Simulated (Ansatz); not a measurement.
# Sn wire along [110], 24 atoms a period, H-terminated: bands by functional, part 2 of 3

What gap, if any, does the Sn wire along [110], 24 atoms a period, H-terminated have, and how does it change with the functional?

Ansatz 0.2.0; DFT PBE, plane waves, PAW; relaxation of a wire's period; PAW set soft_1 (the session's first sound run).

So far. Step 2 (Relaxation of atoms and period): The cell's length comes to 4.724 Å with spin left out.

### Step 3. The wire at its relaxed period

This step: DFT PBE, plane waves, PAW; bands of a perfect wire; PAW set soft_1 (Ansatz 0.2.0).

At the relaxed period the bands are computed along the axis; those that cross an energy going forward count the channels that a perfect wire would open there.

Contents of input.yaml:

```yaml
crystal:
  lattice:
    - [23.783, 0.0, 0.0]
    - [0.0, 21.413, 0.0]
    - [0.0, 0.0, 4.7240094995]
  atoms:
    - { symbol: H, position: [0.145075519, 0.510202129, 0.0] }
    - { symbol: Sn, position: [0.188864546, 0.445390855, 0.0] }
    - { symbol: Sn, position: [0.395401075, 0.554481495, 0.0] }
    - { symbol: Sn, position: [0.394220337, 0.771561346, 0.0] }
    - { symbol: H, position: [0.436550291, 0.837913239, 0.0] }
    - { symbol: Sn, position: [0.465343195, 0.663862756, 0.0] }
    - { symbol: Sn, position: [0.465261016, 0.445056818, 0.0] }
    - { symbol: Sn, position: [0.673922379, 0.554444419, 0.0] }
    - { symbol: Sn, position: [0.672712291, 0.772169329, 0.0] }
    - { symbol: H, position: [0.715193395, 0.83845898, 0.0] }
    - { symbol: Sn, position: [0.741645941, 0.664448298, 0.0] }
    - { symbol: Sn, position: [0.743902456, 0.44564004, 0.0] }
    - { symbol: H, position: [0.214809337, 0.664378577, 0.20647941] }
    - { symbol: H, position: [0.785190663, 0.664378577, 0.29352059] }
    - { symbol: Sn, position: [0.258354059, 0.664448298, 0.5] }
    - { symbol: Sn, position: [0.256097544, 0.44564004, 0.5] }
    - { symbol: H, position: [0.284970419, 0.271921641, 0.5] }
    - { symbol: H, position: [0.284806605, 0.83845898, 0.5] }
    - { symbol: Sn, position: [0.327377161, 0.338448423, 0.5] }
    - { symbol: Sn, position: [0.326077621, 0.554444419, 0.5] }
    - { symbol: Sn, position: [0.327287709, 0.772169329, 0.5] }
    - { symbol: Sn, position: [0.533610003, 0.228129396, 0.5] }
    - { symbol: Sn, position: [0.534656805, 0.663862756, 0.5] }
    - { symbol: Sn, position: [0.534738984, 0.445056818, 0.5] }
    - { symbol: H, position: [0.563449709, 0.837913239, 0.5] }
    - { symbol: H, position: [0.576183645, 0.16183708, 0.5] }
    - { symbol: Sn, position: [0.604441616, 0.335821701, 0.5] }
    - { symbol: Sn, position: [0.604598925, 0.554481495, 0.5] }
    - { symbol: Sn, position: [0.605779663, 0.771561346, 0.5] }
    - { symbol: Sn, position: [0.811135454, 0.445390855, 0.5] }
    - { symbol: H, position: [0.854989307, 0.380632175, 0.5] }
    - { symbol: H, position: [0.854924481, 0.510202129, 0.5] }
    - { symbol: H, position: [0.785190663, 0.664378577, 0.70647941] }
    - { symbol: H, position: [0.214809337, 0.664378577, 0.79352059] }
    - { symbol: H, position: [0.145010693, 0.380632175, 0.0] }
    - { symbol: Sn, position: [0.395558384, 0.335821701, 0.0] }
    - { symbol: H, position: [0.423816355, 0.16183708, 0.0] }
    - { symbol: Sn, position: [0.466389997, 0.228129396, 0.0] }
    - { symbol: Sn, position: [0.672622839, 0.338448423, 0.0] }
    - { symbol: H, position: [0.715029581, 0.271921641, 0.0] }
kpoints:
  mp_grid: { grid: [1, 1, 17] }
  band_path: { path: ["Γ", Z], npoints: 90 }
scf:
  occupations: { method: fermi_dirac, width: 0.05 }
hamiltonian:
  xc: pbe
  pseudopotentials: { kind: paw, azcp: { folder: soft_1 } }
output:
  dos: { e_range: [-5, 4] }
  write_potential: true
  write_density: true
  volumetric_format: npy
```

On the command line:

```sh
ansatz run input.yaml --threads 8 --pin off --max-ram 16384MiB --backend cpu --events-out ev --progress --plain --runs-dir out
```

Numbers of over 12 decimals in the logs are rounded to 6 here.

The log of the run:

```text
[...]
Crystal: 40 atoms, lattice volume = 2405.774 Å³
Basis set: ecut = 420 eV, 46991 PW (Γ)
Bands: 216, of which v1, the nominal top of the filled ones, is band 176 counted from 1 (175 counted from 0)
Symmetry: 4 space group operations
[...]
k-points: 9 of 17
[...]
SCF iter   1: F=—  HF=-144834.564227 eV  |F-HF|=—  |Δ(HF+E_count)|=         —  Δρ=2.63e-2  dr2=1.77e1  ethr=3.10e-3  ⟨swp⟩=6.7  Hψ=8463  notcnv=0  defer=89
[...]
SCF iter  13: F=-144829.840716 eV  HF=-144829.840716 eV  |F-HF|=7.54e-9  |Δ(HF+E_count)|=   1.71e-7  Δρ=4.09e-7  dr2=9.73e-9  ethr=2.84e-11  ⟨swp⟩=14.9  Hψ=8176  notcnv=0
SCF 1 converged in 13 iterations: F = -144829.840716 eV  dr2 = 9.73e-9
[...]
NSCF: frozen V_eff on 91 k-points
WARN: The output density's exchange-correlation potential varies sharply where the density is thin. Do not read a vacuum level from v_tot or v_xc, or from such a field of the output density. On a cell that repeats whose density bears no net charge and no dipole along the vacuum's axis use v_es (v_loc + v_h of the components); under efield.dipole_correction with no amplitude use v_es + v_field, which holds any externa [...]
SCF converged after 13 iterations
Free energy (F): -144829.840716 eV
[...]
Internal energy: -144829.840506 eV  (E = F + TS)
E sigma→0 (E₀):  -144829.840611 eV
Entropy (-TS):   -0.000210 eV (-0.005 meV/atom)
Fermi energy:    -0.159671 eV
[...]
--- Band table (eV; the first three rows and the last of 9) ---
  k-point 0: bands = [... 172 lower, -1.0563, -0.9637, -0.7441, -0.4594, 0.1411, 0.3403, 0.3930, 0.5008, ... 36 higher]
  k-point 1: bands = [... 172 lower, -1.1173, -0.9261, -0.8719, -0.7646, 0.4471, 0.5491, 0.5952, 0.7427, ... 36 higher]
  k-point 2: bands = [... 172 lower, -1.1398, -1.0923, -1.0667, -0.8588, 0.8336, 0.9600, 0.9888, 1.1247, ... 36 higher]
  k-point 8: bands = [... 172 lower, -1.6934, -1.6575, -1.6550, -1.5438, 0.8413, 0.8555, 1.3067, 1.3820, ... 36 higher]
```

Wall time 14 min (8 threads of Arm Neoverse V2, shared host); peak memory 14 GiB.

Numbers from this step:

```yaml
energy_at_zero_smearing: -144829.8406 eV
band_gap: 0.6005 eV
```

The electronic bands at the labelled points (eV, zero at the Fermi level; v1 is the highest filled band, c1 the lowest empty one):

```
point     v4     v3     v2     v1    c1    c2    c3    c4
    Γ  -0.90  -0.80  -0.58  -0.30  0.30  0.50  0.55  0.66
    Z  -1.52  -1.52  -1.44  -1.44  1.00  1.00  1.50  1.50
```

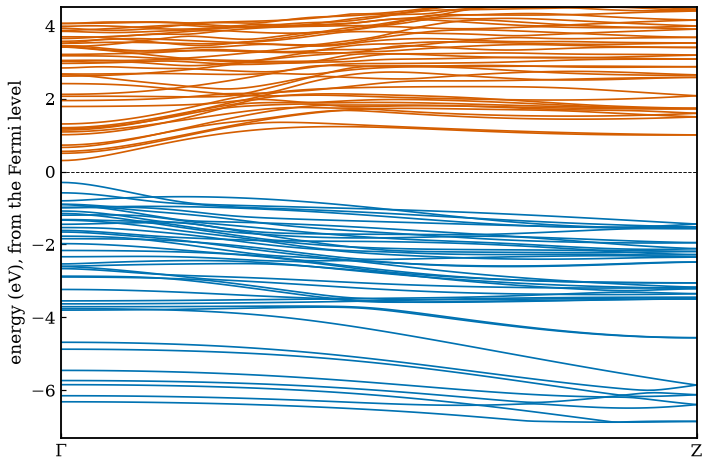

Electronic bands along the path; lines of filled and empty bands in two colours.

The gap is 0.600 eV, with spin left out.

The path shows a direct gap of 0.60 eV (valence top at Γ, conduction bottom at Γ).

### Step 4. Another level of theory

This step: DFT r2SCAN, plane waves, PAW; bands of a perfect wire at the PBE geometry; PAW set soft_1 (Ansatz 0.2.0).

The atoms stay at the PBE geometry and the functional changes. r2SCAN also reads the kinetic-energy density; it often gives larger moments and wider gaps than PBE, at a higher cost.

input.yaml, as its differences from that of step 3:

```diff
@@ -47,3 +47,3 @@
 kpoints:
-  mp_grid: { grid: [1, 1, 17] }
+  mp_grid: { grid: [1, 1, 13] }
   band_path: { path: ["Γ", Z], npoints: 90 }
@@ -52,8 +52,3 @@
 hamiltonian:
-  xc: pbe
+  xc: r2scan
   pseudopotentials: { kind: paw, azcp: { folder: soft_1 } }
-output:
-  dos: { e_range: [-5, 4] }
-  write_potential: true
-  write_density: true
-  volumetric_format: npy
```

The log of the run:

```text
Engine: ansatz 0.2.0, aarch64-unknown-linux-gnu
Pseudopotentials: kind: paw
Pseudopotential: H, paw, valence charge 1, recommended cutoff 500 eV (meta_gga), soft_1/H.paw.azcp
Pseudopotential: Sn, paw, valence charge 14, recommended cutoff 500 eV (meta_gga), soft_1/Sn.paw.azcp
Functional definition: r2SCAN
  parameter k0 = 0.174
  parameter k1 = 0.065
  parameter a1 = 4.9479
  exchange = r2scan_x(k0 = k0, k1 = k1, a1 = a1)
  correlation = r2scan_c
Crystal: 40 atoms, lattice volume = 2405.774 Å³
Basis set: ecut = 500 eV, 61149 PW (Γ), exchange–correlation on 720×640×144 points (64 copies of the dense FFT grid, shifted against one another)
Bands: 216, of which v1, the nominal top of the filled ones, is band 176 counted from 1 (175 counted from 0)
Symmetry: 4 space group operations
Space group: Pma2 (ITA 28), of the structure as read, at distance tolerance 1.3e-4 Å
k-points: 7 of 13
Non-local potential: H, projectors of the file, l = 0: 2, l = 1: 1
Non-local potential: Sn, projectors of the file, l = 0: 2, l = 1: 2, l = 2: 2, l = 3: 1
PAW form: soft (Blöchl's): semilocal exchange-correlation on the pseudo side does not see the compensation charge
PAW frozen core: Sn, regenerated for the run's functional (the file was generated under x = pbe(κ = 0.804, μ = 0.219515), c = pbe(β = 0.066725))
PAW one-centre angular grid: H, 302 points (default); XC on 160 Gauss nodes
PAW one-centre angular grid: Sn, 590 points (default); XC on 160 Gauss nodes
Initial density: superposition of atomic densities (neutral atoms: chi_scale 0, normalization atom)
Initial wavefunctions: pseudopotential atomic-orbital guess
Functional: x = r2scan, c = r2scan; τ floored in thin density (d = 2e-4 eV/Å³)
SCF iter   1: F=—  HF=-145179.014525 eV  |F-HF|=—  |Δ(HF+E_count)|=         —  Δρ=2.52e-2  dr2=1.59e1  dr2_τ=1.28e-1  ethr=3.10e-3  ⟨swp⟩=6.7  Hψ=6052  notcnv=0  defer=54
preconditioner: auto → Resta (q_TF=auto, 1.980 Å⁻¹)  ε∞=2.0  [insulator: Δε(μ)=0.601 eV  Ē_g=8.085 eV  σ=0.050 eV  W_gap=1.00  n_scr=340 (ndim 8)  ℏωp=8.0 eV  f_vac=0.531  D(μ)=0.02/eV (n_scr^D=0)  ε∞_Penn≈2.0  vacuum switching on, ρ_ref=4.7e-3 e/Å³]
SCF iter   2: F=—  HF=-145176.758663 eV  |F-HF|=—  |Δ(HF+E_count)|=    2.26e0  Δρ=1.12e-2  dr2=3.93e0  dr2_τ=2.58e-2  ethr=3.10e-3  ⟨swp⟩=2.9  Hψ=2090  notcnv=0  defer=201
SCF iter   3: F=—  HF=-145177.017796 eV  |F-HF|=—  |Δ(HF+E_count)|=   2.59e-1  Δρ=4.34e-3  dr2=3.92e0  dr2_τ=9.28e-3  ethr=1.12e-3  ⟨swp⟩=3.4  Hψ=2141  notcnv=0  defer=198
SCF iter   4: F=—  HF=-145176.542043 eV  |F-HF|=—  |Δ(HF+E_count)|=   4.76e-1  Δρ=1.51e-3  dr2=1.48e-1  dr2_τ=1.42e-3  ethr=1.11e-3  ⟨swp⟩=3.6  Hψ=2289  notcnv=0  defer=201
[...]
SCF iter   8: F=—  HF=-145176.594085 eV  |F-HF|=—  |Δ(HF+E_count)|=   1.60e-3  Δρ=4.22e-5  dr2=7.04e-5  dr2_τ=1.34e-6  ethr=1.62e-7  ⟨swp⟩=2.0  Hψ=1700  notcnv=0  defer=205
SCF iter   9: F=—  HF=-145176.594279 eV  |F-HF|=—  |Δ(HF+E_count)|=   1.94e-4  Δρ=1.39e-5  dr2=1.35e-5  dr2_τ=1.08e-7  ethr=2.00e-8  ⟨swp⟩=2.0  Hψ=1872  notcnv=0  defer=205
SCF iter  10: F=—  HF=-145176.594308 eV  |F-HF|=—  |Δ(HF+E_count)|=   2.87e-5  Δρ=7.38e-6  dr2=1.24e-5  dr2_τ=3.67e-8  ethr=3.82e-9  ⟨swp⟩=3.7  Hψ=2944  notcnv=0  defer=205
SCF iter  11: F=—  HF=-145176.594311 eV  |F-HF|=—  |Δ(HF+E_count)|=   2.67e-6  Δρ=2.94e-6  dr2=3.08e-7  dr2_τ=5.34e-9  ethr=3.52e-9  ⟨swp⟩=2.0  Hψ=1560  notcnv=0  defer=205
SCF iter  12: F=—  HF=-145176.594312 eV  |F-HF|=—  |Δ(HF+E_count)|=   1.32e-6  Δρ=1.15e-6  dr2=1.23e-7  dr2_τ=1.14e-9  ethr=2.84e-11  ⟨swp⟩=17.0  Hψ=7008  notcnv=0
SCF iter  13: F=-145176.594312 eV  HF=-145176.594312 eV  |F-HF|=3.61e-9  |Δ(HF+E_count)|=   1.53e-7  Δρ=4.05e-7  dr2=2.91e-8  dr2_τ=9.82e-11  ethr=2.84e-11  ⟨swp⟩=4.7  Hψ=3662  notcnv=0
SCF 1 converged in 13 iterations: F = -145176.594312 eV  dr2 = 2.91e-8
[...]
NSCF: frozen V_eff on 91 k-points
WARN: the run was ended behind the SCF: a stop after 63 completed k-points of an NSCF pass taken by its consumer. The result of record stands; what else was asked for is given out only as far as it was finished by then, or is formed of that. The run will not end as completed
SCF converged after 13 iterations
Free energy (F): -145176.594312 eV
Harris-Foulkes:  -145176.594312 eV  (|F-HF|=3.61e-9)
Internal energy: -145176.594287 eV  (E = F + TS)
E sigma→0 (E₀):  -145176.594299 eV
Entropy (-TS):   -0.000025 eV (-0.001 meV/atom)
Fermi energy:    -0.173808 eV
--- Per-component energies (eV) ---
  E_band       = -5916.093048
  E_kinetic    = 4205.084171
  E_local      = -176933.938385  (includes V_loc(G=0)·N_el)
  E_nonlocal   = 3477.440200
  E_hartree    = 86727.096190
  E_xc         = -2879.772313
  E_vxc        = -2205.685413  (∫ρ·V_xc dr)
  E_paw        = -105504.460963  (= ΣΔE_a)
  E_vpaw       = -8057.490115  (= ΣTr[D̂ρ^β])
  E_aug_tail   = 0.001253  (compensation charges beyond the density's cutoff)
  E_vtau       = 144.362151  (kinetic-family band-sum trace: ∫τ·v_τ [+ j·A + Jᵃ·Aᵃ] dr)
  E_ewald      = 45714.307851
  E_core_change = 17.647709  (= ΣΔE_core)
  E_smearing   = -0.000025  (= −TS)
  E_closure    = -0.000000  (closes the sum)
  Σ components = -145176.594312   (vs F -145176.594312, Δ=0.00e0)
--- Band table (eV; the first three rows and the last of 7) ---
  k-point 0: bands = [... 172 lower, -1.2228, -1.1415, -0.9118, -0.6086, 0.2639, 0.4179, 0.4757, 0.5860, ... 36 higher]
  k-point 1: bands = [... 172 lower, -1.3035, -1.1738, -1.0301, -1.0199, 0.6852, 0.7498, 0.7971, 0.9671, ... 36 higher]
  k-point 2: bands = [... 172 lower, -1.3737, -1.3372, -1.2866, -1.0756, 1.1103, 1.2754, 1.3282, 1.3820, ... 36 higher]
  k-point 6: bands = [... 172 lower, -1.9138, -1.8853, -1.8649, -1.7358, 0.9416, 0.9635, 1.3567, 1.4570, ... 36 higher]
Error: SIGTERM received: cancelled by the caller after 63 completed k-points of an NSCF pass taken by its consumer, in an analysis behind the self-consistent cycle: that cycle's result was reported, and what else the deck asks for behind it is given out only as far as it was finished by then, or is formed of that: a resume of the run directory makes the rest
```

Elapsed: 15 min, on 8 threads; peak memory 14 GiB.

The run was cut off at the time limit after its SCF cycle had converged; no result of it is taken.

The program's message: “Error: SIGTERM received: cancelled by the caller after 63 completed k-points of an NSCF pass taken by its consumer, in an analysis behind the self-consistent cycle: that cycle's result was reported, a …”

### Step 5. Levels at the same atoms

This step: DFT HSE06, plane waves, PAW; levels of a perfect wire at the PBE geometry; PAW set soft_1 (Ansatz 0.2.0).

The atoms stay at the PBE geometry and the functional changes. HSE06 mixes in a quarter of short-range exact exchange, which removes part of the self-interaction that closes gaps; it is dear, so the mesh is thinner and no path is run. Against the first PBE run of this kind, the mesh along the wire has 7 points against 17.

input.yaml, as its differences from that of step 4:

```diff
@@ -47,4 +47,3 @@
 kpoints:
-  mp_grid: { grid: [1, 1, 13] }
-  band_path: { path: ["Γ", Z], npoints: 90 }
+  mp_grid: { grid: [1, 1, 7] }
 scf:
@@ -52,3 +51,3 @@
 hamiltonian:
-  xc: r2scan
+  xc: hse06
   pseudopotentials: { kind: paw, azcp: { folder: soft_1 } }
```

The log of the run:

```text
[...]
Crystal: 40 atoms, lattice volume = 2405.774 Å³
Basis set: ecut = 420 eV, 46991 PW (Γ)
Bands: 216, of which v1, the nominal top of the filled ones, is band 176 counted from 1 (175 counted from 0)
Symmetry: 4 space group operations
[...]
k-points: 4 of 7
[...]
SCF iter  11: F=-144829.820671 eV  HF=-144829.820683 eV  |F-HF|=1.12e-5  |Δ(HF+E_count)|=   3.51e-6  Δρ=1.65e-5  dr2=1.66e-5  ethr=2.05e-8  ⟨swp⟩=4.0  Hψ=1641  notcnv=0
[...]
Fermi energy:    -0.181343 eV
[...]
--- Band table (eV) ---
  k-point 0: bands = [... 172 lower, -1.3865, -1.3005, -1.0625, -0.7460, 0.3855]
  k-point 1: bands = [... 172 lower, -1.5256, -1.4832, -1.4451, -1.2108, 1.2202]
  k-point 2: bands = [... 172 lower, -1.8567, -1.7397, -1.6599, -1.6022, 1.2852]
  k-point 3: bands = [... 172 lower, -2.1102, -2.0824, -2.0153, -1.8514, 1.1064]
  guard bands above this table: 39 of the run's 216 bands. The solve was not asked for them (output.publish_guard_bands: true or output.eigenvalues: true publishes all)
[key lines of the parts left out:]
Free energy (F): -144929.852136 eV
```

Elapsed: 36 min, on 8 threads; peak memory 9.9 GiB; 4.7 h of CPU time.

Numbers from this step:

```
band gap : 1.131 eV
```

The gap is 1.13 eV, against 0.600 eV under PBE at the relaxed period.

(Continued in part 3 of 3.)

[Logs are printed without paths, hosts, clocks, repeated set-up lines and the standing remarks that a program may print on its own settings, such as how far it seeks lower states.]

[Hosts, paths, dates, database ids (printed as entryN), source tags and the programs' standing remarks are cut or masked in the printed files.]
